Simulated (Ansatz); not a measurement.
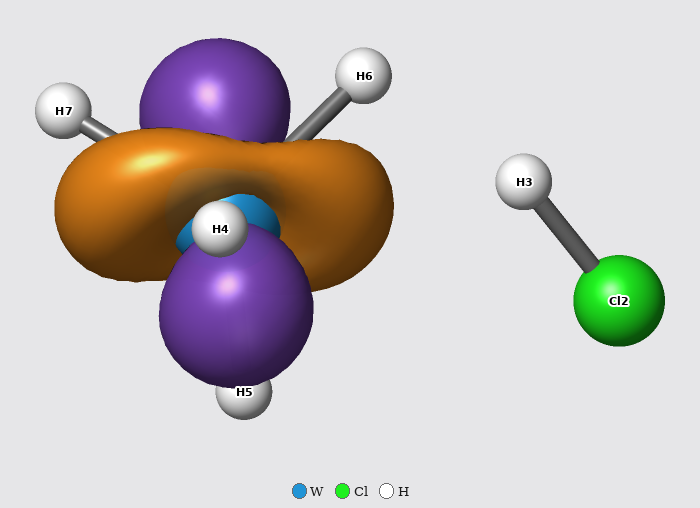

Figure 1: H4W···HCl. One frontier orbital at ±0.2 Å⁻³ᐟ² (orange and purple are the two phases), seen at a tilt.

Core potentials replace the inner electrons of W; not at a stationary point (largest force 0.9 eV/Å).

Theory: RKS revPBE/def2-SVP in Ansatz.

The calculation's input:

```
crystal:
  periodic: [false, false, false]
  atoms:
    - { symbol: W, position_ang: [0.0, 0.0, 0.0] }
    - { symbol: Cl, position_ang: [1.1194, 0.0, 2.3356] }
    - { symbol: H, position_ang: [1.8219, 0.0, 0.6057] }
    - { symbol: H, position_ang: [0.0, 1.72, 0.0] }
    - { symbol: H, position_ang: [-1.72, 0.0, 0.0] }
    - { symbol: H, position_ang: [0.0, -1.72, 0.0] }
    - { symbol: H, position_ang: [0.0, 0.0, -1.72] }
basis:
  gaussian: { orbitals: def2-SVP }
hamiltonian:
  xc: revpbe
relax:
  f_tol: 0.15
  max_steps: 25
  restrain:
    - { distance: [1, 2], at: 1.37, k: 30.0 }
    - { distance: [0, 1], at: 3.59, k: 30.0 }
    - { distance: [0, 2], at: 2.92, k: 30.0 }
output:
  orbitals: {}
```

Launched as:

```sh
ansatz run input.yaml --threads 2 --pin off --max-ram 3072MiB --backend cpu --events-out ev --progress --plain --runs-dir out
```

The fields are those of the run's last geometry, not of the input's.

### Which orbital is it: LUMO or HOMO?

The LUMO, at −4.78 eV. It lies mainly on W1 (about 85 %).
